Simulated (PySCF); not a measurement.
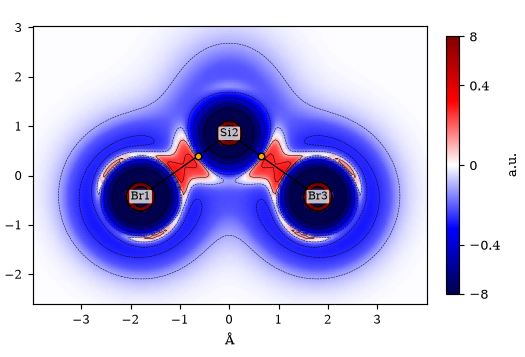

Figure. Br3HSi, SMILES `Br[SiH](Br)Br`. Negative Laplacian of the density (−∇²ρ) in the plane of Br1, Si2 and Br3 (red positive, blue negative, colour scale in a.u., logarithmic beyond ±0.04), with bond paths and bond critical points (dots).

Computed with PySCF, PBE/def2-TZVP, geometry: GFN2-xTB. No frequency check shows the geometry to be a minimum. GFN2-xTB bond lengths at metals and heavier atoms can be off by up to 0.1 Å and shapes distorted, which carries into these values.

### Sort the bonds in the plane by the sign of ∇²ρ at their critical points.

At none is it concentrated. Depleted (∇²ρ > 0): Si2–Br3 and Br1–Si2 (+0.06 a.u., H = −0.055). A positive Laplacian with clearly negative H marks a strongly polar covalent bond, whose critical point lies close to the core of the less electronegative atom.

### Where along Si2–Br3 does the critical point lie?

0.79 Å from Si2 and 1.42 Å from Br3.
